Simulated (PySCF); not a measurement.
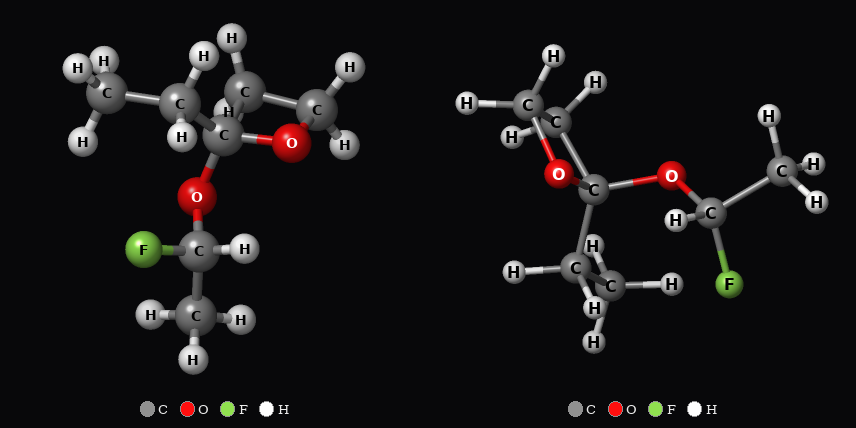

Two views of one molecule.

The geometry was computed by an optimisation with PBE0-D3(BJ)/def2-SVP. No frequency run is at hand to confirm it as a minimum.

Which formula does it have?

C₇H₁₃FO₂, 23 atoms: 7 carbon, 13 hydrogen, 1 fluorine and 2 oxygen.

Give the symmetry (Schoenflies symbol).

C1.

More results for the same structure follow; atom numbers are the same in all pictures, views and colours differ.

**Shape**

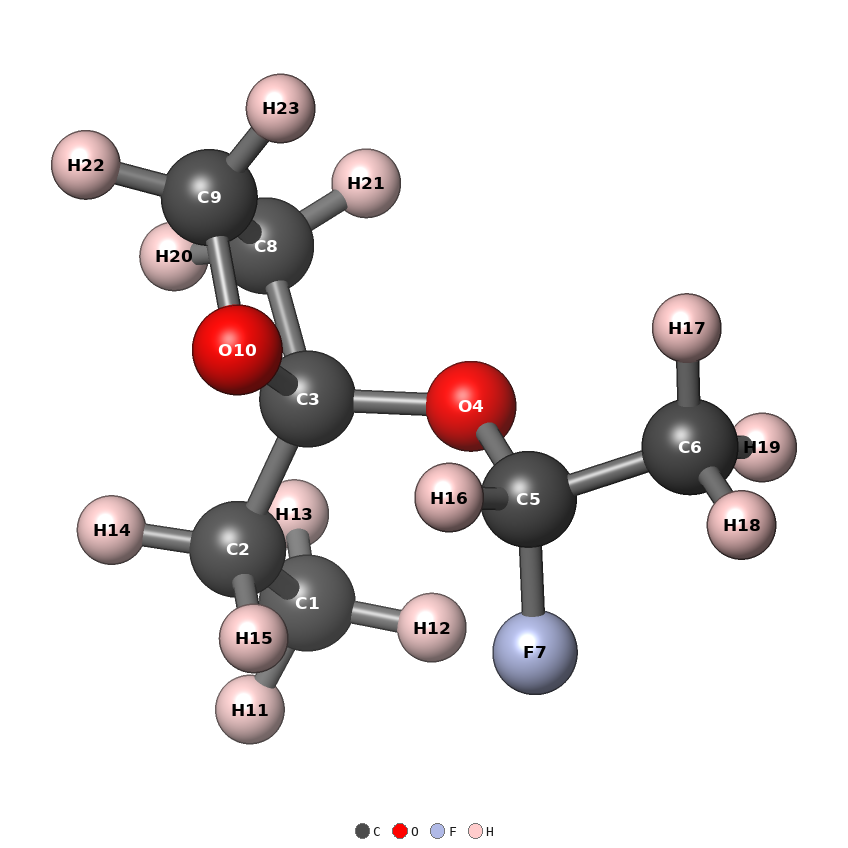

Numbered structure. No frequency run is at hand to confirm it as a minimum.

Describe the coordination of atom 5.

C5 has 4 neighbours (O4 at 1.38, C6 at 1.50, F7 at 1.39, H16 at 1.10 Å); the arrangement is tetrahedral.

What is the geometry at C1?

C1 has 4 neighbours (C2 at 1.52, H11 at 1.10, H12 at 1.10, H13 at 1.10 Å); the arrangement is tetrahedral.

What is the geometry at O10?

O10 has 2 neighbours (C3 at 1.42, C9 at 1.43 Å); the arrangement is bent.

Describe the coordination of atom 2.

C2 has 4 neighbours (C1 at 1.52, C3 at 1.51, H14 at 1.10, H15 at 1.10 Å); the arrangement is tetrahedral.

What is the dihedral angle C2–C3–C8–C9?

122° in size, that is anticlinal.

**Electronic properties**

No frequency run is at hand to confirm it as a minimum. Method: PBE0/def2-SVPD, gas phase (PySCF 2.14.0). Excitations: vertical, linear response.

Computed properties:

- dipole moment: 2.00 D
- HOMO energy (Kohn–Sham orbital): −7.86 eV
- LUMO energy (Kohn–Sham orbital): 0.69 eV
- HOMO–LUMO gap: 8.55 eV
- mean static polarisability: 91.0 bohr³
- lowest vertical singlet excitation: 7.40 eV
- its oscillator strength: 0.001

**NMR shielding**

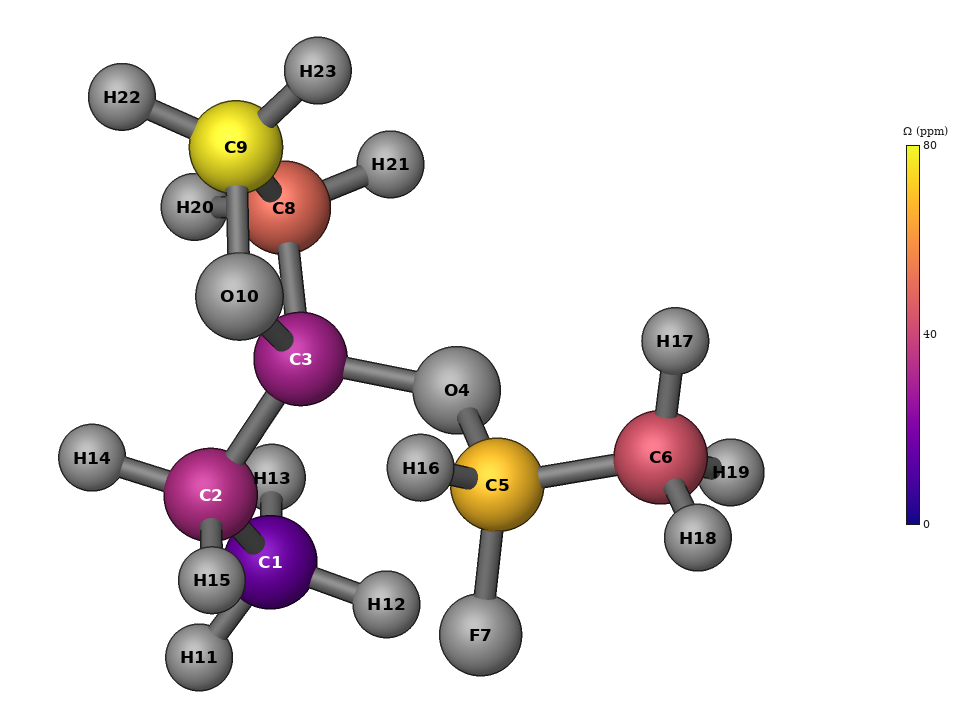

The C atoms are coloured by the span of their shielding tensor. No frequency run is at hand to confirm it as a minimum. Level of theory: GIAO PBE0/pcSseg-1 NMR shielding, non-relativistic, IEF-PCM cyclohexane (PySCF 2.14.0). Principal shieldings σ11 ≤ σ22 ≤ σ33, span Ω = σ33 − σ11, skew κ = 3(σiso − σ22)/Ω.

Which C atom has the most anisotropic shielding?

C9, with a span of 77 ppm.

Give the shielding tensors of the C atoms.

```csv
atom,σ11,σ22,σ33,σiso,Ω,κ
C1,168.6,175.0,185.4,176.3,16.8,0.23
C2,133.9,144.6,167.9,148.8,34.0,0.37
C3,56.8,78.0,88.0,74.3,31.2,−0.36
C5,49.3,77.5,118.5,81.8,69.2,0.19
C6,141.4,156.8,186.1,161.4,44.6,0.31
C8,127.4,146.9,177.9,150.7,50.4,0.23
C9,91.1,97.7,168.1,118.9,77.0,0.83
```

Shieldings and span in ppm.

**Charges**

The questions are on ESP-fitted charges. No frequency run is at hand to confirm it as a minimum. Properties computed with PBE0/pcSseg-1 in acetonitrile (IEF-PCM) (PySCF 2.14.0).

List the ESP-fitted charges.

| atom | value (e) |
| --- | --- |
| C1 | −0.33 |
| C2 | −0.02 |
| C3 | 0.70 |
| O4 | −0.53 |
| C5 | 0.66 |
| C6 | −0.63 |
| F7 | −0.32 |
| C8 | −0.47 |
| C9 | 0.26 |
| O10 | −0.58 |
| H11 | 0.11 |
| H12 | 0.09 |
| H13 | 0.07 |
| H14 | 0.04 |
| H15 | 0.02 |
| H16 | 0.01 |
| H17 | 0.19 |
| H18 | 0.17 |
| H19 | 0.18 |
| H20 | 0.16 |
| H21 | 0.14 |
| H22 | 0.04 |
| H23 | 0.05 |
